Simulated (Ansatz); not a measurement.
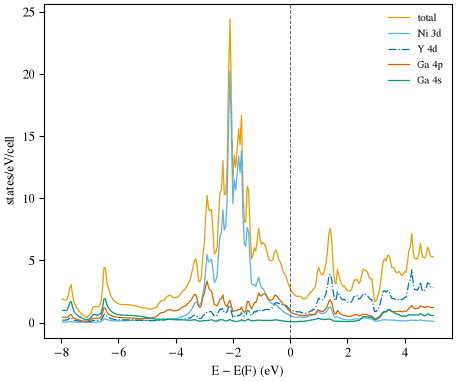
Fig. 1. Total and projected density of states of YGa$_{2}$Ni in space group Cmcm (No. 63; Ga on 8f, Ni on 4c, Y on 4c), plane-wave PAW r²SCAN (Ansatz code)

### Question
Which orbitals carry the states next to the Fermi level?

### Answer
Within 0.5 eV of the Fermi level: Y 4d 35 %, Ga 4p 34 %, Ni 3d 22 %. Projections are on Löwdin-orthogonalised atomic valence shells; empty p or d shells of many metals are not among them.

### Question
Where is the tallest occupied peak in this window, and what makes it?

### Answer
Near -2.1 eV, about 24 states/eV per cell; the largest projected share is Ni 3d.

The workflow started from an entry of the Crystallography Open Database (COD). Whether it is the stable phase at ambient conditions was not checked. The r²SCAN relaxation kept the symmetry of its start; whether a distortion lowers the energy is not shown. The workflow began spin-polarised and lost its moments. Spin–orbit coupling is left out wherever it is not named.

Potentials: the later of the program's two PAW sets.
